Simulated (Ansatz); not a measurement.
# Calculations on ZnH3SOCl

Part 1: Relaxation

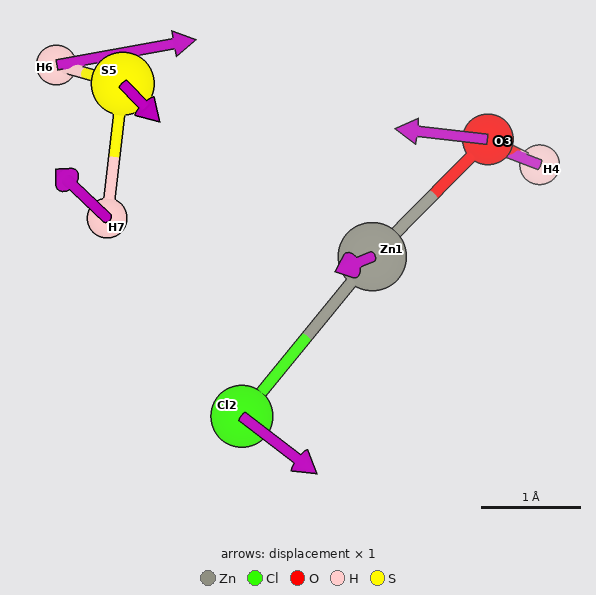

A relaxation of ZnH3SOCl. The starting structure is drawn; purple arrows show the displacements, at their true length. The two geometries are superimposed by the best rigid fit.

A ball-and-stick model, seen at a tilt.

The run prepares an end point of a later path (reaction) calculation, from a guessed geometry.

The calculation used RKS PBE0/def2-SVPD in Ansatz. Set-up: no spin polarisation; force threshold 0.03 eV/Å; at most 50 steps.

Question: Which element moves most?

Answer: Hydrogen: up to 1.46 Å, against 1.01 Å for chlorine.

Question: Describe the change and its energy.

Answer: H6 moves most after the best rigid fit: 1.46 Å. By element the largest moves are H 1.46 Å, Cl 1.01 Å, O 0.97 Å, S 0.57 Å, Zn 0.54 Å. Among the contacts that change: Zn1–S5 3.461 → 2.565 Å, Zn1–Cl2 2.211 → 2.152 Å, Zn1–O3 1.781 → 1.820 Å, S5–H7 1.381 → 1.352 Å. New bonds form, among them: Zn1–S5 (3.46 → 2.56 Å). Among the angles between lasting bonds that change: Cl2–Zn1–O3 174.7° → 158.6°. After 19 accepted moves (21 points after the start) the energy has fallen by 0.402 eV. The largest force component goes from 0.95 to 0.017 eV/Å. The line search rejected the trial steps at points 9, 15 of the run. The forces were under the threshold at step 10, but the run went on from there.

Limits of the set-up: the start holds two separate molecules, 2.6 Å apart at their closest, whose relative position is a soft coordinate and is computed without a dispersion correction.

Part 2: Relaxation

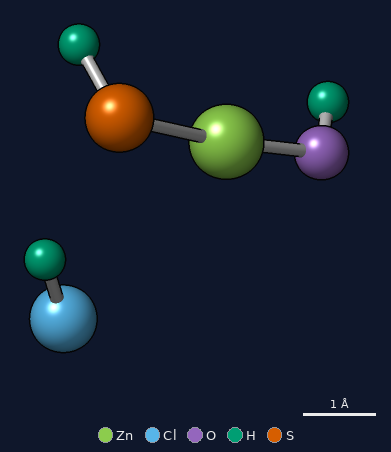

ZnH₃SOCl, before the relaxation. Style: ball-and-stick. Shown at a tilt.

The run prepares an end point of a later path (reaction) calculation, from a guessed geometry.

Level of theory: RKS PBE0/def2-SVPD in Ansatz 0.2.0.

Input file:
```yaml
crystal:
  periodic: [false, false, false]
  atoms:
    - { symbol: Zn, position_ang: [-0.932014, -0.128815, -0.590675] }
    - { symbol: Cl, position_ang: [0.186792, -0.159559, 2.662486] }
    - { symbol: O, position_ang: [0.496509, -0.025493, -1.6585] }
    - { symbol: H, position_ang: [0.682904, -0.794311, -2.203053] }
    - { symbol: S, position_ang: [-2.879048, -0.165308, 0.538967] }
    - { symbol: H, position_ang: [-3.021558, -1.494174, 0.329802] }
    - { symbol: H, position_ang: [-1.133084, -0.22214, 2.455073] }
basis:
  gaussian: { orbitals: def2-SVPD }
hamiltonian:
  xc: pbe0
relax:
  f_tol: 0.03
  max_steps: 50
```

Command:
```bash
ansatz run input.yaml --threads 4 --pin off --max-ram 5120MiB --backend cpu --events-out ev --progress --plain --runs-dir out
```

What does the optimiser find from here?

Answer. The largest move after the best rigid fit is that of O3, 0.50 Å. By element the largest moves are O 0.50 Å, H 0.44 Å, Cl 0.40 Å, Zn 0.28 Å, S 0.03 Å. Near-neighbour distances that change, for instance: Zn1–Cl2 3.440 → 2.805 Å, Zn1–S5 2.251 → 2.224 Å, Cl2–H7 1.338 → 1.323 Å. Over 11 accepted moves (16 points after the start) the energy falls by 0.112 eV. The largest force component goes from 0.94 to 0.021 eV/Å. The line search rejected the trial steps at points 2, 5, 8, 12, 15 of the run.

Final geometry:

```xyz
7

Zn   -0.8320   -0.2727   -0.3672
Cl    0.1069   -0.1709    2.2743
O     0.6676   -0.3634   -1.3391
H     0.5689   -0.3797   -2.2944
S    -2.8561   -0.1512    0.5465
H    -3.0415   -1.4921    0.5255
H    -1.2133   -0.1598    2.1884
```

After the run, drawn alike:

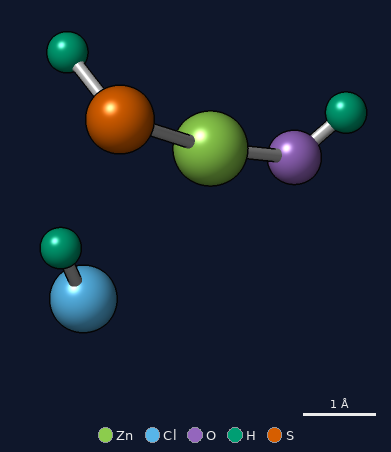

Limits of the set-up: the start holds two separate molecules, 2.6 Å apart at their closest, whose relative position is a soft coordinate and is computed without a dispersion correction.

Part 3: Path

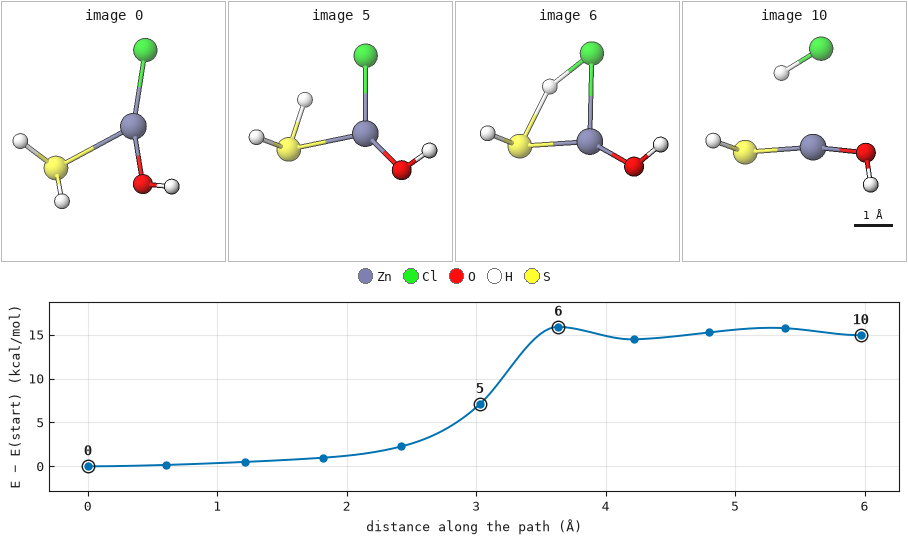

A nudged-elastic-band calculation for ZnH3SOCl. Images are numbered from 0 (start) to 10 (end). Style: ball-and-stick. Shown at a tilt.

The calculation used Ansatz, RKS PBE0/def2-SVPD. Set-up: 9 movable images; climbing image; force threshold 0.05 eV/Å; iteration limit 60; starting path through a guess of the saddle point.

Q: Read off the barrier and say what moves.

A: The path has more than one stage, and so few images may leave a stage unresolved. Breaking: H–S (1.35 → 2.32 Å), Cl–Zn (2.15 → 2.81 Å). Forming: Cl–H (4.12 → 1.32 Å). The highest point, image 6, lies 15.9 kcal/mol above the start and 1.0 kcal/mol above the end; the end is at +14.9 kcal/mol relative to the start. The profile has 2 maxima (images 6, 9) with a dip at image 7 (+14.5 kcal/mol), so the process runs in steps. The band converged in 25 iterations. The largest component of the band force went from 14 to 0.046 eV/Å. The climbing image converged on the top of the path. Its vibrational analysis gives one imaginary mode (283i cm⁻¹), as a transition state must have.

Cost: 7.6 min on 4 threads of Arm Neoverse V2, on a shared host, peak memory 0.36 GiB.
